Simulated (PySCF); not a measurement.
```yaml
atoms:
  - { symbol: C, position_ang: [-1.2743, -1.6248, -0.1479] }
  - { symbol: C, position_ang: [-1.2619, -0.1794, 0.2273] }
  - { symbol: C, position_ang: [-2.5541, 0.3804, 0.7351] }
  - { symbol: C, position_ang: [-0.1561, 0.5784, 0.1189] }
  - { symbol: C, position_ang: [1.0818, 0.0442, -0.3106] }
  - { symbol: C, position_ang: [2.1731, -0.3656, -0.6119] }
  - { symbol: C, position_ang: [3.4618, -0.8580, -1.0485] }
  - { symbol: F, position_ang: [3.6587, -0.6284, -2.3960] }
  - { symbol: C, position_ang: [-0.1264, 2.0323, 0.4783] }
  - { symbol: Cl, position_ang: [-0.0119, 2.2415, 2.2664] }
  - { symbol: H, position_ang: [-0.3226, -1.9331, -0.5714] }
  - { symbol: H, position_ang: [-1.4832, -2.2330, 0.7322] }
  - { symbol: H, position_ang: [-2.0655, -1.8120, -0.8735] }
  - { symbol: H, position_ang: [-3.2717, -0.4170, 0.9088] }
  - { symbol: H, position_ang: [-2.9839, 1.0744, 0.0118] }
  - { symbol: H, position_ang: [-2.4002, 0.9223, 1.6665] }
  - { symbol: H, position_ang: [4.2732, -0.3425, -0.5192] }
  - { symbol: H, position_ang: [3.5407, -1.9425, -0.8994] }
  - { symbol: H, position_ang: [0.7509, 2.5229, 0.0600] }
  - { symbol: H, position_ang: [-1.0336, 2.5503, 0.1701] }
```

Geometry: GFN2-xTB.

Theory: PBE0/pcSseg-1, SCF density, gas phase, non-relativistic in PySCF 2.14.0.

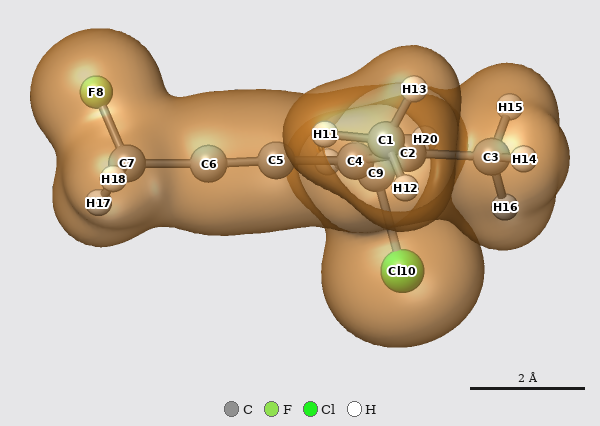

C₈H₁₀ClF (SMILES CC(C)=C(C#CCF)CCl). Isosurface of the electron density at 0.1 e/Å³ (orange), seen from one side.

> What does this surface tell about the bonding?

At this value the surface is in one piece. It bridges the sampled C–C (1.20 Å), C–F (1.38 Å), C–Cl (1.80 Å) and C–H (1.09 Å) contacts, where the density stays above the isovalue. On the grid the lowest density along these lines, outside the cores, is 2.7 e/Å³ (C–C, 1.20 Å), 1.7 e/Å³ (C–F, 1.38 Å), 1.2 e/Å³ (C–Cl, 1.80 Å) and 1.9 e/Å³ (C–H, 1.09 Å).
